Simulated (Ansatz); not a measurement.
**Run report: CH6AlFO2, geometry relaxation (part 2 of 2)**

The same run, continued: CH6AlFO2; RKS B3LYP/def2-SVP (Ansatz 0.2.0). It belongs to a series of runs on one base structure; here: end point B relaxed.

Geometry of the input (Å):
```
Al -0.6065  -1.1441  0.6323
C  0.6568  1.5537  -0.7126
O  -1.2267  -2.0006  -0.6822
O  0.8145  -1.6988  1.3512
H  -0.1068  1.3673  0.0388
F  -1.4552  0.2052  1.3055
H  0.1845  1.9878  -1.6058
H  1.3986  2.2568  -0.3085
H  1.1710  0.6239  -1.0052
H  -2.0102  -1.7840  -1.1892
H  1.1799  -1.3673  2.1756
```

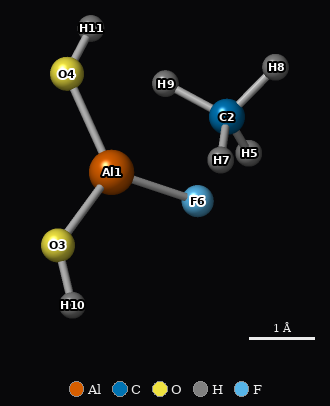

*The geometry at step 8 of the log (ball-and-stick view, seen at a tilt; atoms are numbered from 1 in the order of the input).*

**Trajectory as extended XYZ (Å, eV, eV/Å), 14 frames, from step=1 to step=14**
```
11
Properties=species:S:1:pos:R:3:forces:R:3 step=1 energy=-14540.14236
Al   -0.6065   -1.1441    0.6323   -0.7398   1.1856   0.5432
C     0.6568    1.5537   -0.7126    0.2859   0.0281  -0.3833
O    -1.2267   -2.0006   -0.6822    0.0929   0.0070   0.0264
O     0.8145   -1.6988    1.3512    0.0448  -0.0362   0.0675
H    -0.1068    1.3673    0.0388   -0.2761  -0.0119   0.2699
F    -1.4552    0.2052    1.3055    0.6249  -1.2278  -0.5012
H     0.1845    1.9878   -1.6058    0.0137   0.0164   0.0118
H     1.3986    2.2568   -0.3085    0.0058  -0.0126   0.0030
H     1.1710    0.6239   -1.0052    0.0300   0.0061   0.0272
H    -2.0102   -1.7840   -1.1892   -0.1027   0.0320  -0.0439
H     1.1799   -1.3673    2.1756    0.0207   0.0134  -0.0205
11
Properties=species:S:1:pos:R:3:forces:R:3 step=2 energy=-14540.18269
Al   -0.6197   -1.1354    0.6526   -0.6609   0.7713   0.5231
C     0.6695    1.5491   -0.7355    0.1027  -0.0546  -0.1545
O    -1.2039   -1.9479   -0.7078    0.0035   0.0514  -0.0417
O     0.8306   -1.6631    1.3373    0.0431  -0.0015   0.0370
H    -0.1226    1.3900    0.0075   -0.0872   0.0022   0.0867
F    -1.5465    0.0838    1.4208    0.6167  -0.7930  -0.5351
H     0.2279    1.9792   -1.6465    0.0029  -0.0140   0.0309
H     1.4127    2.2457   -0.3227   -0.0171  -0.0012   0.0253
H     1.1789    0.6065   -0.9954   -0.0258   0.0261   0.0314
H    -2.0138   -1.7520   -1.1860    0.0169   0.0043   0.0327
H     1.1867   -1.3561    2.1756    0.0053   0.0090  -0.0358
11
Properties=species:S:1:pos:R:3:forces:R:3 step=3 energy=-14540.19674
Al   -0.6231   -1.1191    0.6663   -0.4533   0.5281   0.3175
C     0.6557    1.5130   -0.7319   -0.1694  -0.1339   0.0446
O    -1.1716   -1.8702   -0.7489   -0.1041   0.0966   0.0065
O     0.8652   -1.6133    1.3030   -0.0424   0.0201   0.0264
H    -0.1874    1.4403   -0.0116    0.2302  -0.0028  -0.1938
F    -1.5887    0.0102    1.4945    0.5008  -0.5626  -0.4515
H     0.2796    1.9092   -1.6909    0.0370  -0.0965   0.1373
H     1.4078    2.2017   -0.3217   -0.0151   0.0009   0.0236
H     1.1381    0.5310   -0.9019   -0.1148   0.1741   0.0359
H    -2.0016   -1.6836   -1.2015    0.1400  -0.0243   0.1022
H     1.2258   -1.3195    2.1445   -0.0090   0.0004  -0.0486
11
Properties=species:S:1:pos:R:3:forces:R:3 step=4 energy=-14540.21440
Al   -0.5959   -1.0501    0.6288   -0.3197   0.3848   0.2512
C     0.6299    1.4428   -0.6935   -0.1518  -0.1637  -0.0326
O    -1.1565   -1.7987   -0.7815   -0.0856   0.0647  -0.0170
O     0.8926   -1.5552    1.2569   -0.0229   0.0035   0.0229
H    -0.2296    1.3794    0.0080    0.2304   0.0520  -0.1814
F    -1.5643    0.0480    1.4790    0.3439  -0.4063  -0.3209
H     0.2686    1.7869   -1.6797    0.0519  -0.1081   0.1937
H     1.3534    2.1685   -0.2927   -0.0413  -0.0407   0.0174
H     1.1409    0.4655   -0.8079   -0.1000   0.2320   0.0292
H    -1.9965   -1.6191   -1.2161    0.0969  -0.0201   0.0715
H     1.2572   -1.2682    2.0986   -0.0018   0.0019  -0.0340
11
Properties=species:S:1:pos:R:3:forces:R:3 step=5 energy=-14540.22913
Al   -0.5714   -0.9781    0.5841   -0.1745   0.1908   0.1787
C     0.6089    1.3732   -0.6495    0.0090  -0.0941  -0.2285
O    -1.1434   -1.7114   -0.8279   -0.0552   0.0242  -0.0639
O     0.9216   -1.4921    1.1947    0.0212  -0.0367   0.0288
H    -0.2564    1.3659    0.0393    0.0778   0.0177  -0.0778
F    -1.5583    0.0474    1.4812    0.1612  -0.1812  -0.1557
H     0.2551    1.5963   -1.6762    0.1127  -0.0791   0.3213
H     1.2989    2.1634   -0.3055   -0.0871  -0.1373  -0.0558
H     1.1565    0.4066   -0.6493   -0.1119   0.3069   0.0347
H    -2.0012   -1.5504   -1.2308    0.0401  -0.0132   0.0347
H     1.2896   -1.2210    2.0398    0.0066   0.0020  -0.0164
11
Properties=species:S:1:pos:R:3:forces:R:3 step=6 energy=-14540.22815 accepted=F
Al   -0.5579   -0.9698    0.5813   -0.1119   0.1130   0.0993
C     0.5979    1.3664   -0.6438    0.2462  -0.1523  -0.3773
O    -1.1559   -1.6556   -0.8450   -0.0177   0.0183  -0.0275
O     0.9286   -1.5316    1.1703    0.0201  -0.0245   0.0170
H    -0.3120    1.3825   -0.0157    0.0971  -0.0502  -0.0373
F    -1.5208    0.0410    1.5127    0.0907  -0.1103  -0.0978
H     0.3009    1.4231   -1.7210    0.2257  -0.0255   0.6387
H     1.2002    2.2545   -0.3545   -0.1801  -0.3229  -0.1626
H     1.2269    0.4513   -0.4730   -0.3908   0.5582  -0.0567
H    -2.0195   -1.4787   -1.2274    0.0239  -0.0056   0.0254
H     1.3114   -1.2834    2.0160   -0.0030   0.0018  -0.0212
11
Properties=species:S:1:pos:R:3:forces:R:3 step=7 energy=-14540.24034
Al   -0.5622   -0.9802    0.5853   -0.0702   0.0391   0.0302
C     0.5973    1.3784   -0.6495   -0.0182  -0.0061  -0.0230
O    -1.1364   -1.6803   -0.8445    0.0012   0.0123   0.0023
O     0.9185   -1.5350    1.1953    0.0065   0.0145   0.0168
H    -0.2864    1.4152    0.0117    0.0470  -0.0075  -0.0544
F    -1.5374    0.0405    1.4866    0.0535  -0.0582  -0.0415
H     0.2814    1.5265   -1.6948    0.0496  -0.0560   0.1295
H     1.2743    2.1895   -0.3387   -0.0336  -0.0485  -0.0336
H     1.1493    0.4255   -0.5541   -0.0296   0.1150  -0.0086
H    -2.0070   -1.5338   -1.2225   -0.0027   0.0046   0.0076
H     1.3084   -1.2465    2.0251   -0.0037  -0.0092  -0.0252
11
Properties=species:S:1:pos:R:3:forces:R:3 step=8 energy=-14540.24673
Al   -0.5716   -0.9832    0.5799    0.0118   0.0425   0.0240
C     0.6040    1.3762   -0.6378    0.0542   0.0051  -0.0317
O    -1.1467   -1.6596   -0.8594   -0.0255  -0.0129  -0.0185
O     0.9150   -1.5399    1.1750   -0.0199  -0.0137  -0.0265
H    -0.2828    1.4174    0.0161    0.0098  -0.0073  -0.0140
F    -1.5394    0.0299    1.4935    0.0136  -0.0308  -0.0086
H     0.2926    1.4372   -1.6906    0.0197  -0.0288   0.0576
H     1.2431    2.2351   -0.3823   -0.0342  -0.0219  -0.0164
H     1.1988    0.4604   -0.4748   -0.0487   0.0560   0.0086
H    -2.0275   -1.5248   -1.2178    0.0009   0.0066  -0.0023
H     1.3144   -1.2490    1.9981    0.0182   0.0054   0.0277
11
Properties=species:S:1:pos:R:3:forces:R:3 step=9 energy=-14540.24800
Al   -0.5557   -0.9653    0.5586   -0.1282  -0.1806   0.0263
C     0.6083    1.3859   -0.6300   -0.0250  -0.0399  -0.0229
O    -1.1725   -1.6535   -0.8635    0.0778   0.0896   0.0332
O     0.9162   -1.5657    1.1504    0.1316   0.1075   0.1370
H    -0.3046    1.4497   -0.0161   -0.0186   0.0150   0.0137
F    -1.5269    0.0030    1.5141    0.0321   0.0628  -0.0357
H     0.3399    1.3150   -1.6926    0.0125  -0.0140   0.0190
H     1.1946    2.2975   -0.4472    0.0019  -0.0021   0.0052
H     1.2301    0.5219   -0.3418    0.0070   0.0096  -0.0010
H    -2.0537   -1.4975   -1.2125    0.0050   0.0122   0.0096
H     1.3243   -1.2913    1.9805   -0.0962  -0.0600  -0.1842
11
Properties=species:S:1:pos:R:3:forces:R:3 step=10 energy=-14540.25094
Al   -0.5568   -1.0178    0.5688   -0.0241   0.0490   0.0282
C     0.5905    1.4116   -0.6238    0.0125  -0.0086   0.0175
O    -1.1628   -1.6708   -0.8695    0.0158   0.0042  -0.0109
O     0.9366   -1.5810    1.1410    0.0170  -0.0153   0.0344
H    -0.3126    1.5794   -0.0210   -0.0558  -0.0107   0.0420
F    -1.5023   -0.0038    1.5001   -0.0023  -0.0114   0.0045
H     0.3206    1.2639   -1.6757   -0.0056  -0.0017  -0.0704
H     1.2430    2.2889   -0.5185    0.0113   0.0282  -0.0154
H     1.1548    0.5377   -0.2601    0.0460  -0.0298   0.0221
H    -2.0345   -1.4813   -1.2254   -0.0065  -0.0003  -0.0090
H     1.3235   -1.3270    1.9840   -0.0082  -0.0036  -0.0430
11
Properties=species:S:1:pos:R:3:forces:R:3 step=11 energy=-14540.25073 accepted=F
Al   -0.5563   -0.9708    0.5730   -0.0179  -0.0337  -0.0602
C     0.5934    1.3607   -0.6249    0.1490  -0.0117   0.0483
O    -1.1618   -1.5927   -0.8831    0.0340   0.0200   0.0542
O     0.9311   -1.5621    1.1349    0.0551   0.0225   0.0996
H    -0.3390    1.4194   -0.0308    0.1445   0.0323  -0.0746
F    -1.5105    0.0036    1.5379   -0.0111   0.0072   0.0086
H     0.3541    1.1955   -1.6878    0.0319   0.0181   0.1388
H     1.1345    2.3187   -0.4991   -0.1482  -0.2284  -0.0209
H     1.2562    0.5467   -0.2597   -0.1865   0.2084  -0.1008
H    -2.0374   -1.4083   -1.2325    0.0051   0.0020   0.0057
H     1.3354   -1.3109    1.9720   -0.0559  -0.0367  -0.0988
11
Properties=species:S:1:pos:R:3:forces:R:3 step=12 energy=-14540.25506
Al   -0.5563   -0.9861    0.5724    0.0031  -0.0065   0.0031
C     0.5902    1.3806   -0.6244    0.0021  -0.0222   0.0013
O    -1.1455   -1.6105   -0.8865   -0.0024   0.0072   0.0022
O     0.9300   -1.5714    1.1433   -0.0060   0.0028   0.0001
H    -0.3107    1.5005   -0.0018   -0.0069   0.0024  -0.0047
F    -1.5170   -0.0079    1.5268    0.0035   0.0026  -0.0012
H     0.3087    1.2104   -1.6716   -0.0059  -0.0056   0.0008
H     1.1856    2.3001   -0.5380    0.0014   0.0198   0.0037
H     1.2145    0.5450   -0.2664    0.0041  -0.0014  -0.0014
H    -2.0223   -1.4370   -1.2384    0.0050   0.0030  -0.0027
H     1.3227   -1.3239    1.9846    0.0019  -0.0021  -0.0012
11
Properties=species:S:1:pos:R:3:forces:R:3 step=13 energy=-14540.25531
Al   -0.5482   -0.9768    0.5743    0.0121  -0.0124  -0.0114
C     0.5824    1.3695   -0.6243    0.0384   0.0029  -0.0181
O    -1.1358   -1.5816   -0.8940   -0.0088   0.0014   0.0098
O     0.9293   -1.5839    1.1465   -0.0079   0.0162   0.0026
H    -0.3225    1.4800   -0.0044    0.0153   0.0046  -0.0110
F    -1.5040    0.0009    1.5343   -0.0051  -0.0035   0.0061
H     0.3047    1.1601   -1.6672    0.0150   0.0054   0.0536
H     1.1477    2.3124   -0.5643   -0.0305  -0.0545  -0.0005
H     1.2328    0.5623   -0.2424   -0.0357   0.0435  -0.0280
H    -2.0097   -1.3978   -1.2484    0.0107   0.0022   0.0011
H     1.3232   -1.3455    1.9899   -0.0034  -0.0058  -0.0043
11
Properties=species:S:1:pos:R:3:forces:R:3 step=14 energy=-14540.25556
Al   -0.5505   -0.9790    0.5769    0.0066  -0.0042  -0.0069
C     0.5838    1.3706   -0.6266    0.0133   0.0003  -0.0009
O    -1.1348   -1.5808   -0.8936   -0.0055  -0.0021   0.0059
O     0.9311   -1.5781    1.1461   -0.0058   0.0083   0.0017
H    -0.3197    1.4849   -0.0063   -0.0021   0.0039   0.0010
F    -1.5116   -0.0101    1.5405    0.0026  -0.0006  -0.0007
H     0.3048    1.1670   -1.6685   -0.0015  -0.0028   0.0036
H     1.1554    2.3076   -0.5633   -0.0071  -0.0040   0.0019
H     1.2282    0.5590   -0.2491   -0.0049   0.0024  -0.0039
H    -2.0089   -1.3986   -1.2479    0.0041   0.0027  -0.0017
H     1.3221   -1.3428    1.9917    0.0003  -0.0037   0.0001
```

**Results in brief**

```csv
quantity,value
outcome,converged
total energy,−14540.2558 eV
mean-field energy,−14540.2558 eV
largest force (length of the vector) at the end,0.013 eV/Å
hardware,"2 threads of Arm Neoverse V1, 24 GiB of memory available, shared host"
wall time,41 s (CPU time 79 s)
peak memory,0.21 GiB
```
